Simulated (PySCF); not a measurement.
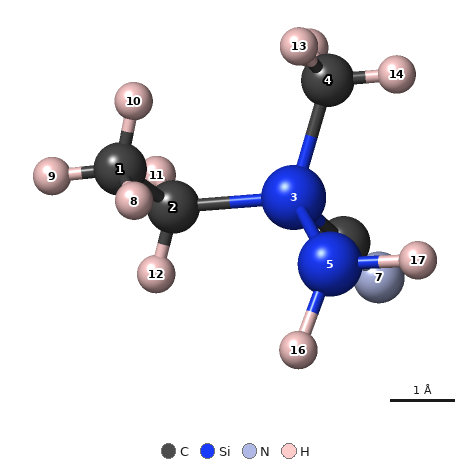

Figure 1. The structure as given in the input (ball-and-stick view, seen at a tilt; atoms are numbered from 1 in the order of the input).

## EPR calculation, with input and output: C4H10NSi2

The run: EPR calculation of C4H10NSi2, multiplicity 2. Method and program: UKS B3LYP, pcH-1 on C H N Si, non-relativistic, mean-field spin-orbit, GIAO (PySCF 2.14.0).

It belongs to a series of runs on one base structure; here: H removed from Si.

## The program's output
```
UKS, coarse grid
  cycle   1  E = -792.09737470  |g| = 4.48e-01
  cycle   2  E = -791.94174115  |g| = 7.27e-01
  cycle   3  E = -792.17616256  |g| = 2.18e-01
  cycle   4  E = -792.19585985  |g| = 4.44e-02
  cycle   5  E = -792.19675051  |g| = 1.14e-02
  cycle   6  E = -792.19682101  |g| = 2.51e-03
  cycle   7  E = -792.19682460  |g| = 8.83e-04
UKS, final grid
  cycle   1  E = -792.19679764  |g| = 1.09e-03
  cycle   2  E = -792.19679714  |g| = 1.50e-03
  cycle   3  E = -792.19679829  |g| = 1.99e-04
  cycle   4  E = -792.19679831  |g| = 9.01e-05
  cycle   5  E = -792.19679831  |g| = 3.78e-05
  cycle   6  E = -792.19679831  |g| = 1.07e-05
E = -792.19679831 Eh   <S^2> = 0.7527 (exact 0.7500)
g shifts (ppm)      1          2          3
  rmc          -125       -125       -125
  gc              5         31         32
  oz_so         -53       2411       3609
  total        -172       2317       3516
hyperfine (MHz)  atom isotope    a_iso     a_fc   dipolar eigenvalues
    0   13C       4.79       4.79     -0.91     -0.69      1.61
    1   13C      -1.96      -1.96     -0.43     -0.06      0.50
    2  29Si     -26.71     -26.78     -7.37      1.63      5.73
    3   13C       0.22       0.22     -0.55     -0.12      0.67
    4  29Si    -288.08    -289.10   -179.06     88.66     90.41
    5   13C      37.44      37.45     -2.68     -1.48      4.16
    6   14N       0.63       0.63     -1.34     -1.17      2.52
    7    1H       3.34       3.34     -3.41     -2.07      5.49
    8    1H       2.05       2.05     -0.92     -0.76      1.68
    9    1H      -0.21      -0.21     -1.38     -1.05      2.43
   10    1H      -0.62      -0.62     -1.00     -0.58      1.58
   11    1H       1.31       1.31     -1.57     -0.94      2.51
   12    1H       0.95       0.95     -1.86     -1.29      3.16
   13    1H       1.09       1.09     -1.50     -1.05      2.56
   14    1H      -1.40      -1.40     -0.97     -0.62      1.59
   15    1H     -10.44     -10.46    -10.72      2.36      8.36
   16    1H     -11.90     -11.93    -10.72      2.34      8.38
```

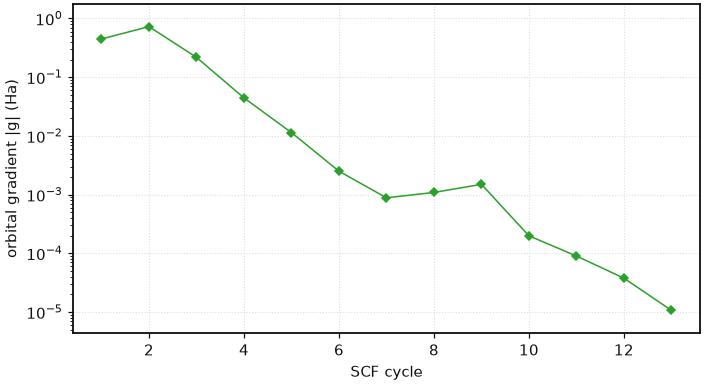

Figure 2. Convergence of the self-consistent field: orbital gradient |g| against the SCF cycle. All cycles printed in the log are drawn one after another.

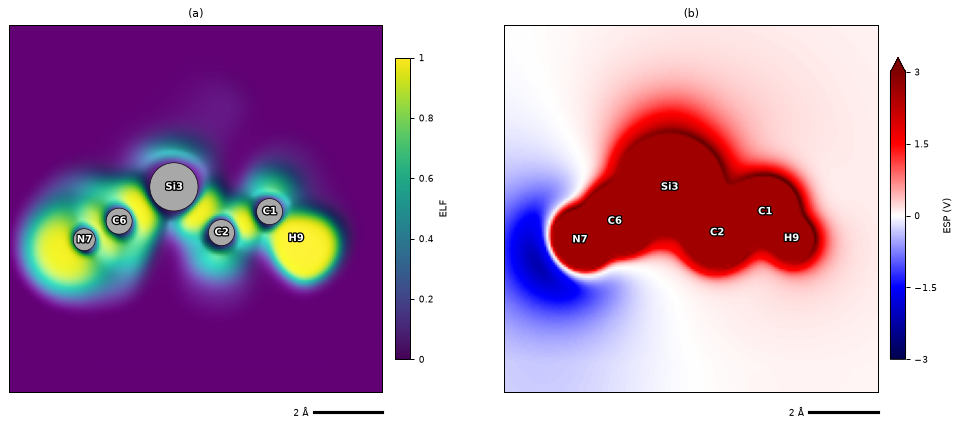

Figure 3. (a) electron localisation function; (b) molecular electrostatic potential on the plane of atoms C1, C2 and Si3. Grey discs, where drawn, cover atomic cores. C–N (1.15 Å): the ELF peaks at about 0.85 between the atoms; a multiple bond by its length, whose ELF region spreads away from the axis. C–C (1.52 Å): the ELF peaks at about 0.95 between the atoms, as expected for localised, shared-pair bonding. C–Si (1.88 Å): the ELF peaks at about 1 between the atoms (localised, shared-pair bonding). C–H (1.09 Å): the ELF climbs to about 1 towards the hydrogen, as it does in any bond to H; a covalent bond by its length.

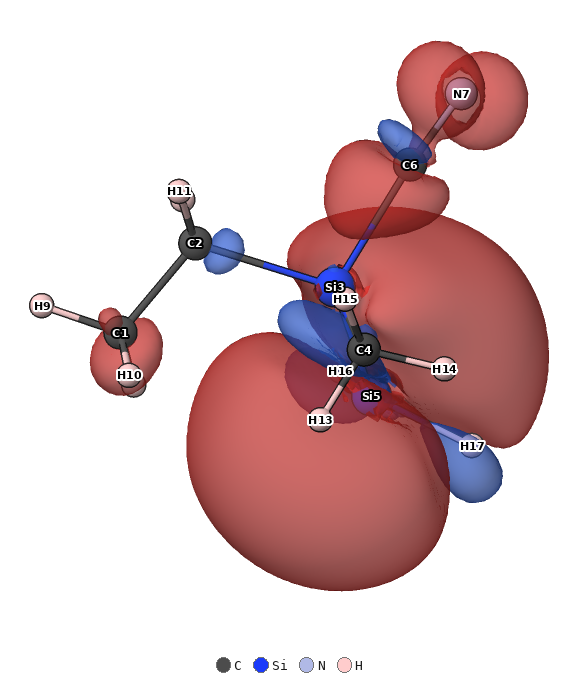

Figure 4. Isosurfaces of the spin density (α minus β) at +0.003 (red) and −0.003 e/Å³ (blue), seen from the side. The unpaired spin (1 electron) lies mostly on Si5 (about 0.8) and Si3 (about 0.1), in electrons by Hirshfeld's partition.

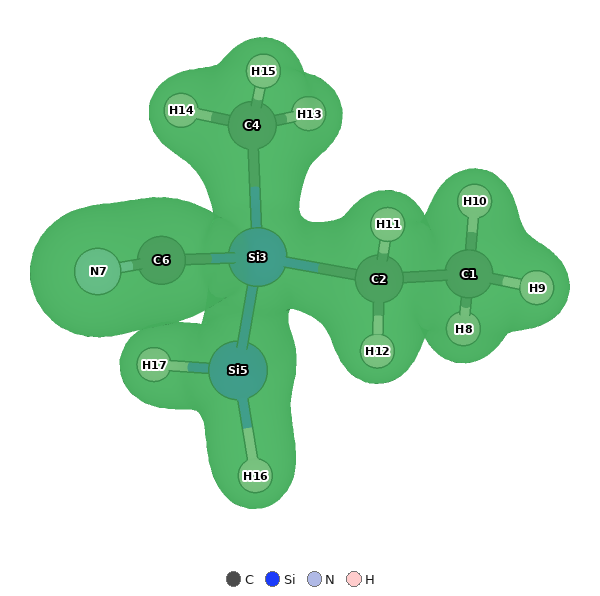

Figure 5. Isosurface of the electron density at 0.4 e/Å³ (green), seen at an oblique angle. At this value the surface is in one piece. On the grid the lowest density along these lines, outside the cores, is 3.3 e/Å³ (C–N, 1.15 Å), 1.6 e/Å³ (C–C, 1.52 Å), 0.72 e/Å³ (C–Si, 1.88 Å) and 0.67 e/Å³ (Si–Si, 2.29 Å).

This output came from the following input.

## Input
```
{"job": {"kind": "epr", "basis": "pcH-1"}, "charge": 0, "multiplicity": 2}
C     -1.693729    -0.573095     1.239618
C     -0.834119    -1.171576     0.134388
Si     0.557620     0.014436    -0.436820
C     -0.184268     1.569428    -1.258590
Si     1.910961     0.575382     1.320033
C      1.395315    -0.908581    -1.840098
N      2.043642    -1.464023    -2.609310
H     -1.087882    -0.323912     2.110417
H     -2.466068    -1.273239     1.554320
H     -2.184075     0.335756     0.896430
H     -1.471949    -1.432989    -0.712128
H     -0.395646    -2.106685     0.487624
H     -0.752671     2.156276    -0.542466
H      0.596255     2.208972    -1.660340
H     -0.849527     1.311446    -2.078518
H      2.416841    -0.454974     2.231258
H      2.992301     1.549408     1.154271
```

The first line tells a small driver script what to run in PySCF; the rest is the geometry in Å.

Run as:
```bash
OMP_NUM_THREADS=1 python <driver script> task.json out
```

## Summary

- outcome: converged
- total energy: −792.196798 hartree
- ⟨S²⟩: 0.753
- isotropic g: 2.0042
- hardware: 1 CPU thread, shared host
- wall time: 92 s
- peak memory: 1.1 GiB
